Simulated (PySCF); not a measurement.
```xyz
11

C     2.7185   -0.3669    0.2169
C     1.5913   -0.0075    0.0003
P     0.0593    0.7247   -0.4525
S     0.0373    2.3691   -1.4836
C    -1.1686    0.2022    0.7871
C    -1.1722   -0.6154   -0.5244
H     3.6781   -0.7341    0.4406
H    -2.0174    0.8556    0.9450
H    -0.8438   -0.3138    1.6801
H    -2.0213   -0.4642   -1.1790
H    -0.8558   -1.6471   -0.4565
```

Geometry: GFN2-xTB.

Method: PySCF, PBE0/pcSseg-1, SCF density, gas phase, non-relativistic.

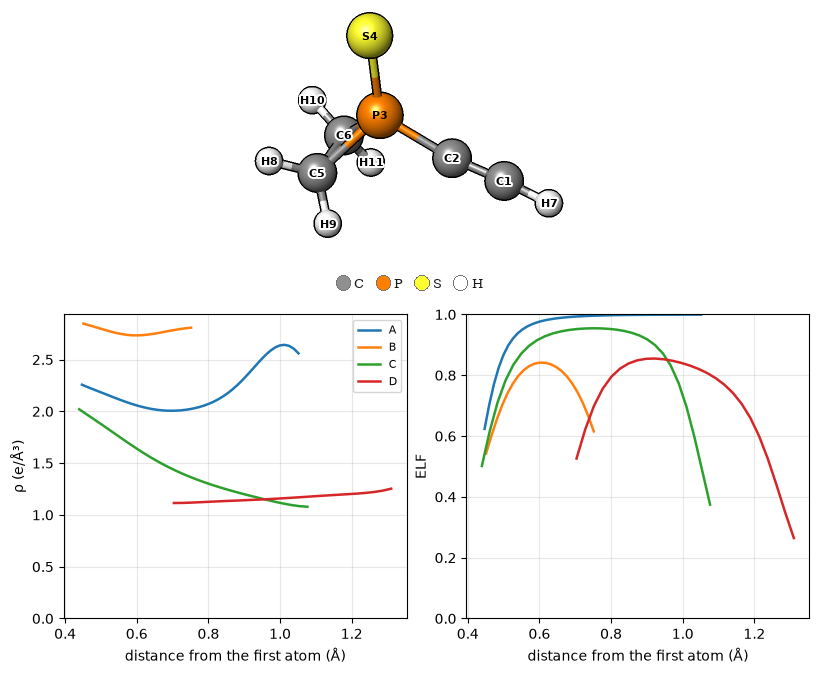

C₄H₅PS (SMILES C#CP1(=S)CC1). Electron density and ELF along straight lines between neighbouring atoms. The curves leave out the atomic cores. The structure is drawn too.

### Which curve belongs to which contact (C–C, C–H, C–P and P–S)? The first atom named is at distance zero.

Curve A: C–H (1.05 Å): ρ is about 2.1 e/Å³ halfway; the ELF climbs to about 1 towards the hydrogen, as it does in any bond to H; an ordinary covalent bond to hydrogen. Curve B: C–C (1.20 Å): the density is about 2.7 e/Å³ at the midpoint; the ELF peaks at about 0.85 between the atoms (a short, multiple covalent bond). Curve C: C–P (1.76 Å): the density is about 1.2 e/Å³ at the midpoint; the ELF peaks at about 0.95 between the atoms: a shared electron pair. Curve D: P–S (1.94 Å): ρ at the midpoint is about 1.2 e/Å³; the ELF peaks at about 0.85 between the atoms: localised, covalent bonding.
